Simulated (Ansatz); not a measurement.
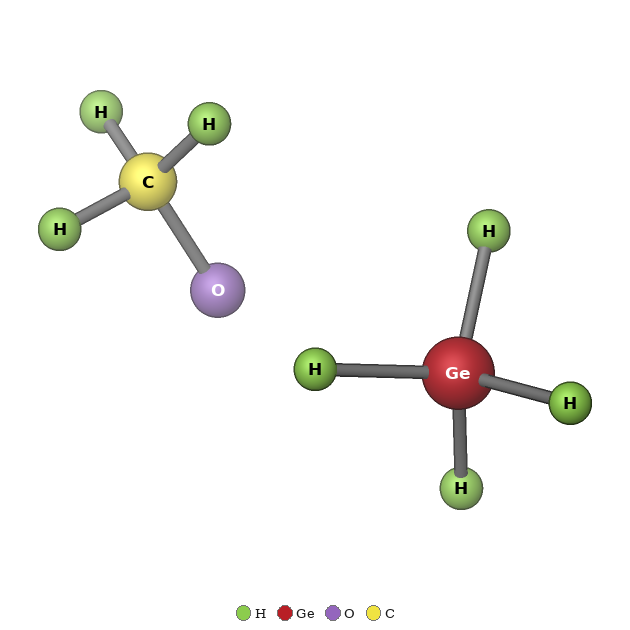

Distant atoms are faded towards the background colour. State: neutral, doublet. The computed structure is the end point of a PBE0-D4/def2-TZVP optimisation.

> List the symmetry elements and name the point group.

It has no symmetry element but the identity, so the point group is C1. The group has 1 operation. The geometry is chiral, and symmetry allows a dipole moment.
